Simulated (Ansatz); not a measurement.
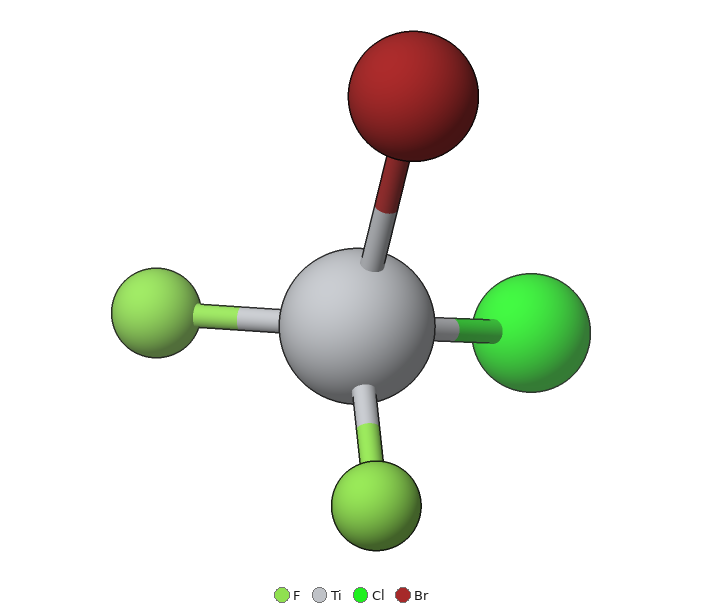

A metal compound. The species is neutral and a spin singlet. The computed structure is the end point of a PBE-D4/def2-SVP optimisation. No frequency run is at hand to confirm it as a minimum.

Question: What is the coordination number of the metal, and which atoms bind to it?

Answer: Ti binds 4 atoms: 2 F at 1.74 Å, 1 Cl at 2.18 Å, 1 Br at 2.34 Å. The arrangement is tetrahedral.

Question: Give the formal oxidation state and the d-electron count.

Answer: Ti(IV), d⁰, counting the ligands as closed-shell ions or neutral donors.
